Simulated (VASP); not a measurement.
Band structure of NaCl (relaxed from the NiAs structure, space group P6_3/mmc). These are r2SCAN meta-GGA, VASP's PBE PAW potentials (set 64) (plane waves; VASP) values and carry that method's errors.

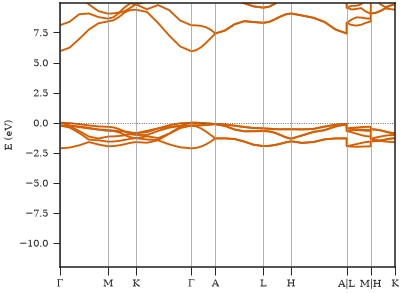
Fig. 1. Bands along high-symmetry lines, zero at the valence-band maximum or, without a gap, the Fermi level

Problem. Read the plot: is there a gap, and where are the band edges?

Solution. The gap is direct, 5.94 eV, from the valence maximum at Γ to the conduction minimum at Γ.

The structure was generated: NaCl was put into the NiAs type (P6_3/mmc), which need not be its known phase. It was relaxed first, which changed the volume by -7 %.
